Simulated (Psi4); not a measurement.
# BSiH2F (SMILES B[Si]F) at UB2PLYP/aug-cc-pVDZ (density fitting for correlation)

What is the energy change on altering one bond length of BSiH2F at UB2PLYP/aug-cc-pVDZ (density fitting for correlation)? 

The calculation is run with Psi4 1.11.

2 further runs of the same task are left out: 2 set aside as unsound or not needed.

## (1) Starting point

BSiH2F has 5 atoms, charge 0, and is taken as a triplet. SMILES: `B[Si]F`. The coordinates come from a GFN2-xTB relaxation.

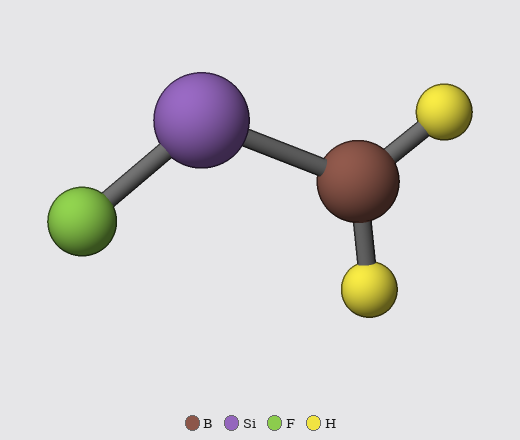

Viewed from a chosen angle; boron brown, silicon purple, fluorine green, hydrogen yellow.

## (2) A single-point energy at UB2PLYP/aug-cc-pVDZ (density fitting for correlation)

File run.py:

```python
import psi4

psi4.set_memory(1600000000)
psi4.set_num_threads(1)
psi4.core.set_output_file('run.log', False)

molecule = psi4.geometry("""
0 3
B      0.44399115     1.29578520    -0.23457170
Si    -1.68189405    -1.52589715    -0.55493697
F     -0.98241192    -4.11228971     1.05626242
H     -0.00066140     3.15034353    -1.35621865
H      2.22097622     1.19205814     1.08946491
units bohr
symmetry c1
""")

psi4.set_options({
    'basis': 'aug-cc-pVDZ',
    'reference': 'uks',
    'puream': True,
    'e_convergence': 1e-09,
    'd_convergence': 1e-08,
    'scf_type': 'pk',
    'dft_radial_points': 99,
    'dft_spherical_points': 590,
    'num_frozen_docc': 7,
    'maxiter': 200,
})

e, wfn = psi4.energy('b2plyp', return_wfn=True)
print(f'b2plyp energy: {e:.10f} Eh')
```

Started as:

```sh
$ python run.py
```

run.log:

```text
[...]
  Running in c1 symmetry.
[...]
  Nuclear repulsion =   80.830231609960933
[...]
  Multiplicity = 3
[...]
  Nalpha       = 16
  Nbeta        = 14
[...]
    Number of basis functions: 91
[...]
   @UKS iter   1:  -414.84281458995275   -6.62845e-01   5.32448e-03 DIIS/ADIIS
[...]
   @UKS iter  13:  -414.99879550482035   -7.04858e-12   8.32201e-09 DIIS
[...]
   @S^2 Observed:                2.004991387E+00
[...]
    Orbital Energies [Eh]
    ---------------------
    Alpha Occupied:
       1A    -67.321193     2A    -25.384049     3A     -7.126029
       4A     -5.705845     5A     -3.961140     6A     -3.960687
       7A     -3.955830     8A     -1.363373     9A     -0.680132
      10A     -0.601754    11A     -0.543112    12A     -0.541840
      13A     -0.471421    14A     -0.429693    15A     -0.312898
      16A     -0.270822
    Alpha Virtual:
      17A     -0.010961    18A      0.018008    19A      0.026289
      20A      0.028425    21A      0.044959    22A      0.046887
      23A      0.056247    24A      0.077154    25A      0.081067
[...]
  @UKS Final Energy:  -414.99879550482035
   => Energetics <=
    Nuclear Repulsion Energy =             80.8302316099609328
    One-Electron Energy =                -734.8337644318603452
    Two-Electron Energy =                 256.2788740694754210
    DFT Exchange-Correlation Energy =     -17.2741367523963874
    Empirical Dispersion Energy =           0.0000000000000000
    VV10 Nonlocal Energy =                  0.0000000000000000
    Total Energy =                       -414.9987955048203503
[...]
 Multipole Moments:
 ------------------------------------------------------------------------------------
     Multipole            Electronic (a.u.)      Nuclear  (a.u.)        Total (a.u.)
 ------------------------------------------------------------------------------------
 L = 1.  Multiply by 2.5417464519 to convert [e a0] to [Debye]
 Dipole X            :         -1.6744366            1.3482879           -0.3261487
 Dipole Y            :         -3.3227559            3.5353045            0.2125487
 Dipole Z            :          0.2224588           -0.5476420           -0.3251831
 Magnitude           :                                                    0.5072415
[...]
```

Standard output:

```text
b2plyp energy: -415.1191190078 Eh
```

Run time: 38 s. Hardware: 1 thread of AMD EPYC 7R43 (Zen 3), shared host; peak memory 0.79 GiB.

## (3) The distorted shape

File bfh2si.xyz:

```xyz
5
BFH2Si
B      0.352597     0.195016     0.172638
Si    -0.772373    -1.298154     0.003108
F     -0.402223    -2.666814     0.855718
H     -0.000350     1.667090    -0.717680
H      1.292937     0.140126     0.873288
```

File calc.py:

```python
import psi4

psi4.set_memory('1600 MB')
psi4.set_num_threads(1)
psi4.core.set_output_file('psi4.out', False)

with open('bfh2si.xyz') as f:
    atoms = ''.join(f.readlines()[2:])
geom = psi4.geometry('0 3\n' + atoms + 'symmetry c1\nno_reorient\nno_com')

options = {'basis': 'aug-cc-pVDZ', 'reference': 'uks', 'puream': True, 'e_convergence': 1e-09, 'd_convergence': 1e-08, 'scf_type': 'pk', 'dft_radial_points': 99, 'dft_spherical_points': 590, 'num_frozen_docc': 7, 'maxiter': 200}
psi4.set_options(options)

e_tot, wfn = psi4.energy("B2PLYP", molecule=geom, return_wfn=True)
print(f'B2PLYP energy: {e_tot:.10f} Eh')
```

Started as:

```sh
$ python calc.py
```

psi4.out:

```text
[...]
  Running in c1 symmetry.
[...]
  Nuclear repulsion =   79.458371246120606
[...]
  Multiplicity = 3
[...]
  Nalpha       = 16
  Nbeta        = 14
[...]
    Number of basis functions: 91
[...]
   @UKS iter   1:  -414.79958814579857   -7.20717e-01   5.02646e-03 ADIIS/DIIS
[...]
   @UKS iter  15:  -414.93424829558376   -3.00702e-11   8.17531e-09 DIIS
[...]
   @S^2 Observed:                2.011288838E+00
[...]
    Orbital Energies [Eh]
    ---------------------
    Alpha Occupied:
       1A    -67.333722     2A    -25.393074     3A     -7.174161
       4A     -5.717806     5A     -3.973110     6A     -3.972697
       7A     -3.967635     8A     -1.372123     9A     -0.684920
      10A     -0.600118    11A     -0.551364    12A     -0.547328
      13A     -0.480343    14A     -0.355617    15A     -0.322035
      16A     -0.280545
    Alpha Virtual:
      17A     -0.018630    18A      0.000253    19A      0.025609
      20A      0.029240    21A      0.041226    22A      0.043443
      23A      0.054607    24A      0.068595    25A      0.074892
[...]
  @UKS Final Energy:  -414.93424829558376
   => Energetics <=
    Nuclear Repulsion Energy =             79.4583712461206062
    One-Electron Energy =                -731.8293176631855204
    Two-Electron Energy =                 254.6516971242795364
    DFT Exchange-Correlation Energy =     -17.2149990027983932
    Empirical Dispersion Energy =           0.0000000000000000
    VV10 Nonlocal Energy =                  0.0000000000000000
    Total Energy =                       -414.9342482955838136
[...]
 Multipole Moments:
 ------------------------------------------------------------------------------------
     Multipole            Electronic (a.u.)      Nuclear  (a.u.)        Total (a.u.)
 ------------------------------------------------------------------------------------
 L = 1.  Multiply by 2.5417464519 to convert [e a0] to [Debye]
 Dipole X            :         21.1746378          -21.5006557           -0.3260179
 Dipole Y            :         74.3121241          -74.4423327           -0.1302086
 Dipole Z            :        -16.7386541           16.5611289           -0.1775252
 Magnitude           :                                                    0.3933919
[...]
```

Standard output:

```text
B2PLYP energy: -415.0570511116 Eh
```

It took 41 s on 1 thread of AMD EPYC 7R43 (Zen 3), shared host; peak memory 0.79 GiB.

## (4) Summary of results

At UB2PLYP/aug-cc-pVDZ (density fitting for correlation), 7 core orbitals frozen:

```
                                                                 quantity          value
                                                first shape: total energy  -415.11912 Eh
    first shape: HOMO energy (SCF part's orbitals) (highest over α and β)       -7.37 eV
     first shape: LUMO energy (SCF part's orbitals) (lowest over α and β)       -2.31 eV
                                                        first shape: ⟨S²⟩          2.005
                                            distorted shape: total energy  -415.05705 Eh
distorted shape: HOMO energy (SCF part's orbitals) (highest over α and β)       -7.63 eV
 distorted shape: LUMO energy (SCF part's orbitals) (lowest over α and β)       -2.54 eV
                                                    distorted shape: ⟨S²⟩          2.011
        energy change with the B1–H4 bond stretched from 1.171 to 1.756 Å       1.689 eV
```

In words: With the B1–H4 bond stretched from 1.171 to 1.756 Å the energy rises by 1.69 eV (163 kJ/mol). The first shape isn't relaxed at this level, so the change isn't measured from a minimum.
